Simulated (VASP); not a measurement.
Band structure of Ca (fcc). These are LDA (Ceperley-Alder, Perdew-Zunger), VASP's LDA PAW potentials (set 64) (plane waves; VASP) values and carry that method's errors.

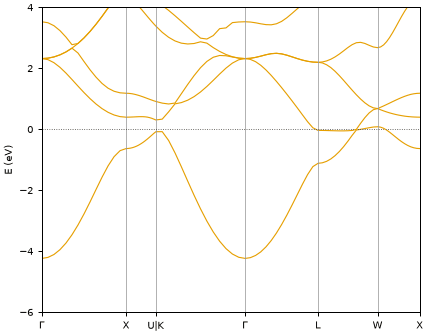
Figure: Bands along high-symmetry lines, zero at the valence-band maximum or, without a gap, the Fermi level

### Question
Read the plot: is there a gap, and where are the band edges?

### Answer
It has no gap at this level: it comes out as a metal or semimetal. (Edges off the drawn lines would not show.)

The compound is Ca in the fcc structure. It was relaxed first, which changed the volume by -12 %.
